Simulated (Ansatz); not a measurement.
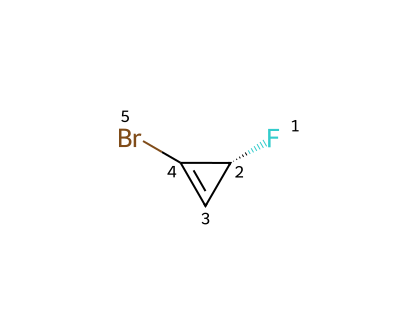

Skeletal drawing with numbered atoms; wedges and dashes mark any stereocentres. The configuration is that of a computed structure (PBE0-D4/def2-TZVP).

### What are the Cahn–Ingold–Prelog descriptors?

C2: R.

### Write the isomeric SMILES.

F[C@@H]1C=C1Br
